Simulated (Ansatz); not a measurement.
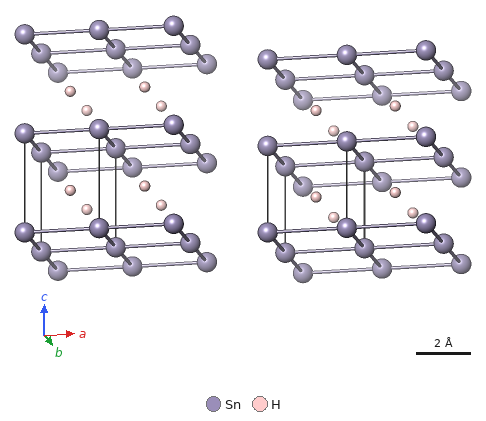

Two geometries of solid SnH (a generated structure, set up in P4/mmm) (coarse preliminary run), drawn at one scale. One is the start of a relaxation, the other its converged end. Style: ball-and-stick. Shown: the cell of the calculation, repeated 2 × 2 × 2 with one cell outlined, from a free direction.

Level of theory: DFT PBE, scalar-relativistic, plane waves, PAW (Ansatz 0.2.0). Settings: plane-wave cutoff 420 eV; k-point mesh 6 × 6 × 4; occupations gaussian; smearing width 0.1 eV; no spin polarisation; cell and atoms relaxed; force threshold 0.04 eV/Å; at most 70 steps.

Question: Which of the two is the end point?

Answer: The right one is the relaxed one. The atoms keep their places relative to the cell (all moves are under 0.005 Å). The volume changes by −1.4 %, with a = b 2.870 → 3.049 Å (+6.2 %), c 3.854 → 3.366 Å (−12.7 %). Near-neighbour distances that change, for instance: Sn–Sn 2.870 → 3.049 Å. The space group stays P4/mmm (No. 123). The energy falls by 139 meV per atom in 4 accepted moves (5 points after the start). All forces vanish by symmetry, so only the cell relaxes. The pressure goes from 4.61 to −0.05 GPa. At 1 point the geometry stayed and the basis and grid were re-selected for the new cell (energy shift of 0.4 meV per atom at most each time).

Limits of the set-up: the k-point mesh is coarse for a cell with partly filled bands.
